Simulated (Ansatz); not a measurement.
Consider CH₅BeSi (SMILES [BeH][CH2][SiH2+]) (charge +1).

```yaml
atoms:
  - { symbol: C, position_ang: [-1.6510, 1.3763, 0.3661] }
  - { symbol: Be, position_ang: [-1.1749, 0.8023, 1.9369] }
  - { symbol: Si, position_ang: [-1.8129, 0.1474, -0.8907] }
  - { symbol: H, position_ang: [-0.8151, 0.3422, 3.1103] }
  - { symbol: H, position_ang: [-2.5993, 1.8701, 0.6109] }
  - { symbol: H, position_ang: [-0.8490, 2.0968, 0.1637] }
  - { symbol: H, position_ang: [-0.6615, -0.2603, -1.7054] }
  - { symbol: H, position_ang: [-3.0769, -0.5728, -1.0888] }
```

Geometry: B3LYP-D4/def2-TZVP.

The calculation used Ansatz, isolated molecule in a Gaussian basis; Kohn-Sham density functional theory, functional PBE0.

What can the converged electron density and electron localisation function tell about the bonding?

C–Be (1.74 Å): ρ at the midpoint is about 0.8 e/Å³; the ELF peaks at about 0.95 between the atoms, as expected for a shared but strongly polarised pair.
C–Si (1.77 Å): ρ is about 1.1 e/Å³ halfway; the ELF peaks at about 0.90 between the atoms: localised, covalent bonding.
Be–H (1.31 Å): the density is about 0.74 e/Å³ at the midpoint; the ELF climbs to about 1 towards the hydrogen.

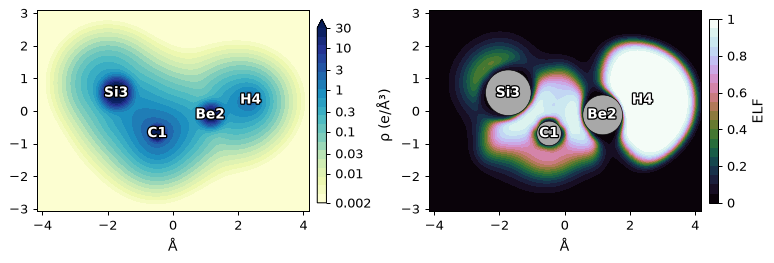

Computed electron density and electron localisation function on the plane of atoms Be2, C1 and Si3, in this order. Grey discs cover the atomic cores in the ELF map. 
